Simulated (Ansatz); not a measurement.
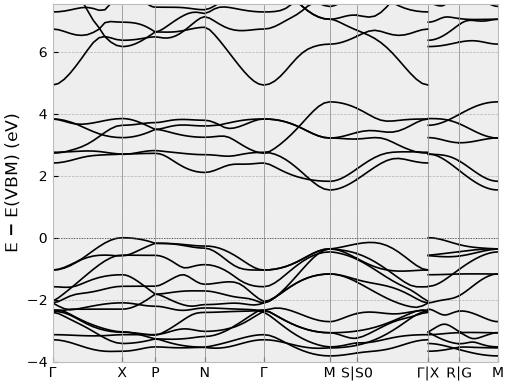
Figure. Band structure from LDA in the plane-wave PAW code Ansatz

Task: Read off the gap and where the band edges lie.

Result: About 1.5 eV (1.54 eV by a search for the band edges); maximum at X, minimum at M.

The material is Li2WS4 in space group I-42m (No. 121; Li on 4c, W on 2a, S on 8i).

The workflow started from a Materials Project entry (that database holds measured and hypothetical structures alike); the Crystallography Open Database copy checked does not list it. Whether it is the stable phase at ambient conditions was not checked. The LDA relaxation kept the symmetry of its start; whether a distortion lowers the energy is not shown. The run is not spin-polarised. A crystal of weakly bound layers computed without a dispersion correction: the cell and the soft elastic constants depend strongly on that. Scalar-relativistic: spin–orbit coupling is off unless named, which matters more the heavier the elements.

Potentials: the later of the program's two PAW sets.
